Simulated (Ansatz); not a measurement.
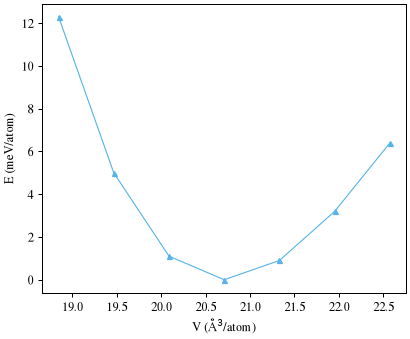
Figure. P (black phosphorus, Cmce) under volume change, plane-wave PAW r²SCAN (Ansatz code), shape and atoms relaxed at each volume.

Question: What does a third-order Birch–Murnaghan fit give for V₀, B₀ and B′?

Answer: V₀ = 20.73 Å³/atom, B₀ = 16.5 GPa, B′ = 9.2.

The cell was relaxed with r²SCAN under the symmetry of its start. A crystal of weakly bound layers computed without a dispersion correction: the cell and the soft elastic constants depend strongly on that.

Potentials: the later of the program's two PAW sets.
